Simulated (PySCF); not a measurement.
# One shape, several levels: SiCNClF2 (SMILES N#C[Si](F)(F)Cl)

Wanted: a comparison of 6 runs (HF/STO-3G, HF/3-21G, HF/def2-SVP, M06-2X/3-21G, MP2/6-31G*, CCSD/def2-SVP) of SiCNClF2. The job is set up through a Python script.

Program for the calculation: PySCF 2.14.0.

### 1 The structure to begin with

SiCNClF2: 6 atoms, total charge 0, spin state singlet. As SMILES, `N#C[Si](F)(F)Cl`. The shape is that of a PBE0-D4/def2-TZVP optimisation.

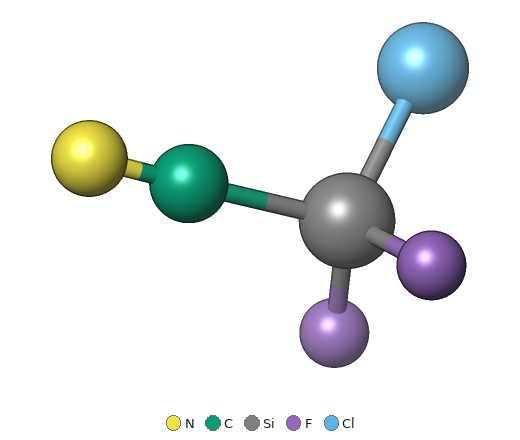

Viewed from a chosen angle; nitrogen yellow, carbon teal, silicon grey, fluorine purple, chlorine blue.

### 2 Energy and forces at HF/STO-3G (run 1)

Input file calc.py:

```python
from pyscf import gto

mol = gto.M(
    atom='''
N      1.925400    -1.092200     1.077400
C      1.030100    -0.609300     0.540000
Si    -0.394400     0.176700    -0.290300
F     -1.487900    -0.920300    -0.527700
F      0.087600     0.719200    -1.679000
Cl    -1.118900     1.661900     0.833400
''',
    max_memory=1860,
    spin=0,
    verbose=3,
    basis='sto-3g',
)

mf = mol.RHF()
mf.conv_tol = 1e-10
mf.kernel()
if not mf.converged:
    mf = mf.newton().run(mf.mo_coeff, mf.mo_occ)

energy = mf.e_tot
print('E(%s) = %.9f' % ('HF', energy))
grad = mf.nuc_grad_method().kernel()
dip = mf.dip_moment()
pop, q = mf.mulliken_pop()
```

Run with:

```sh
$ OMP_NUM_THREADS=1 python calc.py
```

Output:

```text
converged SCF energy = -1027.50066159659
E(HF) = -1027.500661597
--------------- RHF gradients ---------------
         x                y                z
0 N    -0.0130764149     0.0077310734    -0.0068940850
1 C     0.0156247814    -0.0114600189     0.0050935847
2 Si    -0.0293256711     0.0297831377     0.0020457959
3 F     0.0167064009     0.0126737844     0.0035866826
4 F    -0.0041780857    -0.0090581318     0.0189135804
5 Cl     0.0142489894    -0.0296698448    -0.0227455586
----------------------------------------------
Dipole moment(X, Y, Z, Debye): -0.97974, -0.19631, -1.62167
 ** Mulliken pop  **
pop of  0 N 1s            1.99755
pop of  0 N 2s            1.77015
pop of  0 N 2px           1.22926
pop of  0 N 2py           1.07377
pop of  0 N 2pz           1.08310
pop of  1 C 1s            1.99517
pop of  1 C 2s            1.21036
pop of  1 C 2px           0.99825
pop of  1 C 2py           0.98700
pop of  1 C 2pz           0.98919
pop of  2 Si 1s           1.99958
pop of  2 Si 2s           1.98608
pop of  2 Si 3s           0.98950
pop of  2 Si 2px          1.96453
pop of  2 Si 2py          1.96391
pop of  2 Si 2pz          1.96460
pop of  2 Si 3px          0.62428
pop of  2 Si 3py          0.59802
pop of  2 Si 3pz          0.59521
pop of  3 F 1s            1.99909
pop of  3 F 2s            1.95721
pop of  3 F 2px           1.72724
pop of  3 F 2py           1.70624
pop of  3 F 2pz           1.91854
pop of  4 F 1s            1.99909
pop of  4 F 2s            1.95720
pop of  4 F 2px           1.89242
pop of  4 F 2py           1.88420
pop of  4 F 2pz           1.57544
pop of  5 Cl 1s           1.99997
pop of  5 Cl 2s           1.99895
pop of  5 Cl 3s           1.98420
pop of  5 Cl 2px          1.99822
pop of  5 Cl 2py          1.99459
pop of  5 Cl 2pz          1.99667
pop of  5 Cl 3px          1.89749
pop of  5 Cl 3py          1.68461
pop of  5 Cl 3pz          1.80910
 ** Mulliken atomic charges  **
charge of    0N =     -0.15383
charge of    1C =     -0.17998
charge of    2Si =      1.31427
charge of    3F =     -0.30832
charge of    4F =     -0.30834
charge of    5Cl =     -0.36380
```

Wall time 4.2 s (1 thread of Intel Xeon at 2.70GHz, shared host); peak memory 0.12 GiB.

### 3 Energy and forces at HF/3-21G (run 2)

Input file run.py:

```python
# N#C[Si](F)(F)Cl
import pyscf.grad
from pyscf import gto

molecule = gto.M(
    atom=[
    ('N', (1.925400, -1.092200, 1.077400)),
    ('C', (1.030100, -0.609300, 0.540000)),
    ('Si', (-0.394400, 0.176700, -0.290300)),
    ('F', (-1.487900, -0.920300, -0.527700)),
    ('F', (0.087600, 0.719200, -1.679000)),
    ('Cl', (-1.118900, 1.661900, 0.833400)),
],
    max_memory=1860,
    verbose=4,
    basis='3-21g',
)

mf = molecule.RHF()
mf.conv_tol = 1e-10
mf.kernel()
if not mf.converged:
    mf = mf.newton().run(mf.mo_coeff, mf.mo_occ)

etot = mf.e_tot
print('Final energy', etot)
grad = mf.Gradients().kernel()
dip = mf.dip_moment()
pop, q = mf.mulliken_pop()
```

Run with:

```sh
$ OMP_NUM_THREADS=1 python run.py
```

Output:

```text
PySCF version 2.14.0

[... 62 lines left out ...]
converged SCF energy = -1034.47118922848
Final energy -1034.4711892284843
[... 12 lines left out ...]
Dipole moment(X, Y, Z, Debye): -0.59234,  0.31907, -0.35787
[... 30 lines left out ...]
pop of  2 Si 4py          0.05610
pop of  2 Si 4pz          0.07776
pop of  3 F 1s            1.98481
pop of  3 F 2s            0.44137
pop of  3 F 3s            1.54154
pop of  3 F 2px           0.80839
pop of  3 F 2py           0.80145
pop of  3 F 2pz           0.85624
pop of  3 F 3px           1.00056
pop of  3 F 3py           0.99678
pop of  3 F 3pz           1.04387
pop of  4 F 1s            1.98481
pop of  4 F 2s            0.44137
pop of  4 F 3s            1.54154
pop of  4 F 2px           0.85049
pop of  4 F 2py           0.84816
pop of  4 F 2pz           0.76744
pop of  4 F 3px           1.04002
pop of  4 F 3py           1.03578
pop of  4 F 3pz           0.96538
pop of  5 Cl 1s           1.99860
pop of  5 Cl 2s           1.95909
pop of  5 Cl 3s           1.11927
pop of  5 Cl 4s           0.94004
pop of  5 Cl 2px          1.97008
pop of  5 Cl 2py          1.96720
pop of  5 Cl 2pz          1.96879
pop of  5 Cl 3px          1.05801
pop of  5 Cl 3py          0.97756
pop of  5 Cl 3pz          1.02162
pop of  5 Cl 4px          0.85827
pop of  5 Cl 4py          0.76895
pop of  5 Cl 4pz          0.82413
 ** Mulliken atomic charges  **
charge of    0N =     -0.34110
charge of    1C =     -0.26016
charge of    2Si =      1.98288
charge of    3F =     -0.47501
charge of    4F =     -0.47500
charge of    5Cl =     -0.43161
```

Wall time 4.2 s (1 thread of Intel Xeon at 2.70GHz, shared host); peak memory 0.13 GiB.

Run 3 isn't shown in full; the table further down has it.

### 4 Energy and gradient at M06-2X/3-21G (run 4)

Input file mol.xyz:

```xyz
6
CClF2NSi
N      1.925400    -1.092200     1.077400
C      1.030100    -0.609300     0.540000
Si    -0.394400     0.176700    -0.290300
F     -1.487900    -0.920300    -0.527700
F      0.087600     0.719200    -1.679000
Cl    -1.118900     1.661900     0.833400
```

Input file job.py:

```python
import pyscf.grad
from pyscf import gto, dft

mol = gto.Mole()
mol.atom = 'mol.xyz'
mol.basis = '3-21g'
mol.verbose = 3
mol.charge = 0
mol.max_memory = 1860
mol.build()

mf = dft.RKS(mol, xc='m06-2x')
mf.grids.level = 5
mf.conv_tol = 1e-10
mf.kernel()
if not mf.converged:
    mf = mf.newton().run(mf.mo_coeff, mf.mo_occ)

etot = mf.e_tot
print(f'total energy: {etot:.8f} hartree')
grad = mf.Gradients().kernel()
mf.analyze()
```

Run with:

```sh
$ OMP_NUM_THREADS=1 python job.py
```

Output:

```text
converged SCF energy = -1036.86016317591
total energy: -1036.86016318 hartree
--------------- RKS gradients ---------------
         x                y                z
0 N    -0.0221507530     0.0121493884    -0.0130065536
1 C     0.0217724256    -0.0135083550     0.0105828992
2 Si    -0.0336675317     0.0161295054    -0.0233601463
3 F     0.0312646358     0.0300084088     0.0094256413
4 F    -0.0112840100    -0.0142844448     0.0406451419
5 Cl     0.0140687099    -0.0305928563    -0.0243494871
----------------------------------------------
**** MO energy ****
MO #1   energy= -102.00605520877   occ= 2
MO #2   energy= -66.7647697532255  occ= 2
MO #3   energy= -25.1985791676043  occ= 2
MO #4   energy= -25.1981078646482  occ= 2
MO #5   energy= -14.7582136402725  occ= 2
MO #6   energy= -10.5652916368001  occ= 2
MO #7   energy= -9.80615143540115  occ= 2
MO #8   energy= -7.52882977159613  occ= 2
MO #9   energy= -7.52163670081633  occ= 2
MO #10  energy= -7.5215789422729   occ= 2
MO #11  energy= -5.73416999516782  occ= 2
MO #12  energy= -4.03640764952133  occ= 2
MO #13  energy= -4.03524643301997  occ= 2
MO #14  energy= -4.03389072343074  occ= 2
MO #15  energy= -1.41568332340409  occ= 2
MO #16  energy= -1.39160684185627  occ= 2
MO #17  energy= -1.08891856817751  occ= 2
MO #18  energy= -1.00618343686485  occ= 2
MO #19  energy= -0.742087787843965 occ= 2
MO #20  energy= -0.651104306484928 occ= 2
MO #21  energy= -0.625163823341179 occ= 2
MO #22  energy= -0.611608727875552 occ= 2
MO #23  energy= -0.563675001163046 occ= 2
MO #24  energy= -0.560396944308555 occ= 2
MO #25  energy= -0.552980804555657 occ= 2
MO #26  energy= -0.511399548659066 occ= 2
MO #27  energy= -0.471160390078496 occ= 2
MO #28  energy= -0.465552957528137 occ= 2
MO #29  energy= -0.465242270305257 occ= 2
MO #30  energy= -0.447585567322563 occ= 2
MO #31  energy= -0.441489364554507 occ= 2
MO #32  energy= -0.002585206479849 occ= 0
MO #33  energy= -0.00215959309310363 occ= 0
MO #34  energy= 0.0439494503476734 occ= 0
MO #35  energy= 0.144638578518086  occ= 0
MO #36  energy= 0.176640269280799  occ= 0
MO #37  energy= 0.185585754637624  occ= 0
MO #38  energy= 0.188702982073616  occ= 0
MO #39  energy= 0.275385110578659  occ= 0
MO #40  energy= 0.382276845564668  occ= 0
MO #41  energy= 0.38762578614845   occ= 0
MO #42  energy= 0.582214482011421  occ= 0
MO #43  energy= 0.610248887042195  occ= 0
MO #44  energy= 0.631427040230263  occ= 0
MO #45  energy= 0.662262235325361  occ= 0
MO #46  energy= 0.772270539154822  occ= 0
MO #47  energy= 0.803779084974338  occ= 0
MO #48  energy= 0.826843307576604  occ= 0
MO #49  energy= 0.935537943002596  occ= 0
MO #50  energy= 1.20077476124204   occ= 0
MO #51  energy= 1.20121998590682   occ= 0
MO #52  energy= 1.20563374579748   occ= 0
MO #53  energy= 1.45600576521645   occ= 0
MO #54  energy= 1.85549618625763   occ= 0
MO #55  energy= 1.92732235776875   occ= 0
MO #56  energy= 2.0073835236686    occ= 0
MO #57  energy= 2.03265770793736   occ= 0
MO #58  energy= 2.0930861186776    occ= 0
MO #59  energy= 2.10084974722085   occ= 0
MO #60  energy= 2.67076265639327   occ= 0
MO #61  energy= 3.29522077026275   occ= 0
MO #62  energy= 3.54699346883026   occ= 0
 ** Mulliken atomic charges  **
charge of    0N =     -0.05389
charge of    1C =     -0.22439
charge of    2Si =      1.26997
charge of    3F =     -0.38602
charge of    4F =     -0.38599
charge of    5Cl =     -0.21969
Dipole moment(X, Y, Z, Debye): -0.70088,  0.35696, -0.45233
```

It took 27 s on 1 thread of Intel Xeon at 2.70GHz, shared host; peak memory 0.63 GiB.

Run 5 isn't shown in full; the table further down has it.

### 5 A single-point energy at CCSD/def2-SVP (run 6)

Input file run.py:

```python
from pyscf import gto, scf, cc

mol = gto.M(
    atom='''
N      3.638479    -2.063959     2.035991
C      1.946607    -1.151410     1.020452
Si    -0.745308     0.333915    -0.548587
F     -2.811724    -1.739115    -0.997208
F      0.165540     1.359091    -3.172850
Cl    -2.114415     3.140536     1.574898
''',
    basis='def2-svp',
    max_memory=1860,
    charge=0,
    verbose=4,
    unit='bohr',
)

myscf = scf.RHF(mol)
myscf.conv_tol = 1e-10
myscf.kernel()
if not myscf.converged:
    myscf = myscf.newton().run(myscf.mo_coeff, myscf.mo_occ)

mycc = cc.CCSD(myscf, frozen=14)
mycc.kernel()
e_tot = mycc.e_tot
print('E = %.10f Eh' % e_tot)
myscf.analyze()
```

Run with:

```sh
$ OMP_NUM_THREADS=1 python run.py
```

Output:

```text
PySCF version 2.14.0

[... 75 lines left out ...]
Init t2, MP2 energy = -1040.19398228144  E_corr(MP2) -0.860920891429874
[... 25 lines left out ...]
MO #2   energy= -68.9483615180356  occ= 2
[... 8 lines left out ...]
MO #11  energy= -6.30333131389345  occ= 2
[... 8 lines left out ...]
MO #20  energy= -0.782298377622475 occ= 2
[... 8 lines left out ...]
MO #29  energy= -0.527995106916959 occ= 2
[... 8 lines left out ...]
MO #38  energy= 0.327847540871758  occ= 0
[... 8 lines left out ...]
MO #47  energy= 0.738512471710891  occ= 0
[... 8 lines left out ...]
MO #56  energy= 1.06967048071802   occ= 0
[... 8 lines left out ...]
MO #65  energy= 1.49306020925584   occ= 0
[... 8 lines left out ...]
MO #74  energy= 1.9716491333138    occ= 0
[... 8 lines left out ...]
MO #83  energy= 3.38219377771335   occ= 0
[... 8 lines left out ...]
MO #92  energy= 3.98223664127071   occ= 0
[... 62 lines left out ...]
pop of  4 F 1s            1.99998
pop of  4 F 2s            1.82132
pop of  4 F 3s            0.00210
pop of  4 F 2px           1.91795
pop of  4 F 2py           1.91590
pop of  4 F 2pz           1.83323
pop of  4 F 3px           0.00125
pop of  4 F 3py           0.00108
pop of  4 F 3pz           0.00105
pop of  4 F 3dxy          0.00036
pop of  4 F 3dyz          0.00182
pop of  4 F 3dz^2         0.00248
pop of  4 F 3dxz          0.00165
pop of  4 F 3dx2-y2       0.00032
pop of  5 Cl 1s           2.00000
pop of  5 Cl 2s           1.99998
pop of  5 Cl 3s           1.83151
pop of  5 Cl 4s           0.00162
pop of  5 Cl 2px          2.00000
pop of  5 Cl 2py          1.99999
pop of  5 Cl 2pz          1.99999
pop of  5 Cl 3px          1.86989
pop of  5 Cl 3py          1.71637
pop of  5 Cl 3pz          1.80050
pop of  5 Cl 4px          0.00059
pop of  5 Cl 4py          0.00074
pop of  5 Cl 4pz          0.00053
pop of  5 Cl 3dxy         0.00417
pop of  5 Cl 3dyz         0.00752
pop of  5 Cl 3dz^2        0.00208
pop of  5 Cl 3dxz         0.00257
pop of  5 Cl 3dx2-y2      0.00348
 ** Mulliken atomic charges  **
charge of    0N =     -0.11944
charge of    1C =     -0.19451
charge of    2Si =      1.55651
charge of    3F =     -0.50053
charge of    4F =     -0.50049
charge of    5Cl =     -0.24154
Dipole moment(X, Y, Z, Debye): -1.44136,  1.19809, -0.26807
```

Run time: 24 s. Hardware: 1 thread of Intel Xeon at 2.70GHz, shared host; peak memory 0.48 GiB.

### 6 The series

```csv
run,level,integration grid,frozen core orbitals,energy (Eh),dipole moment (D) of the reference,HOMO energy (eV),LUMO energy (eV),wall time
1,HF/STO-3G,–,–,-1027.500662,1.90,-11.72,7.44,4.2 s
2,HF/3-21G,–,–,-1034.471189,0.76,-14.12,2.77,4.2 s
3,HF/def2-SVP,–,–,-1039.333061,1.89,-13.81,2.68,14 s
4,M06-2X/3-21G,5,–,-1036.860163,0.91,-12.01,-0.07,27 s
5,MP2/6-31G* (spherical functions),–,14,-1040.598398,1.76,-13.71,2.73,33 s
6,CCSD/def2-SVP,–,14,-1040.213292,1.89,-13.81,2.68,24 s
```

### 7 Summary of results

```
                                           quantity           value
                                run 6: total energy  -1040.21329 Eh
        run 6: dipole moment (Hartree–Fock density)          1.89 D
         run 6: HOMO energy (Hartree–Fock orbitals)       -13.81 eV
         run 6: LUMO energy (Hartree–Fock orbitals)         2.68 eV
       run 6: HOMO–LUMO gap (Hartree–Fock orbitals)        16.49 eV
run 6: correlation energy (14 core orbitals frozen)      -880.2 mEh
                               run 6: T1 diagnostic           0.012
```

What this shows: Over runs 1, 2, 3, 4 the dipole moment (its size) runs from 0.76 D (HF/3-21G) to 1.90 D (HF/STO-3G). Over runs 1, 2, 3, 4 the HOMO–LUMO gap runs from 11.94 eV (M06-2X/3-21G) to 19.16 eV (HF/STO-3G). The two ends differ in method and basis. In run 1 the basis is minimal, so the values are rough. All runs together took 1.8 min, the longest 33 s.
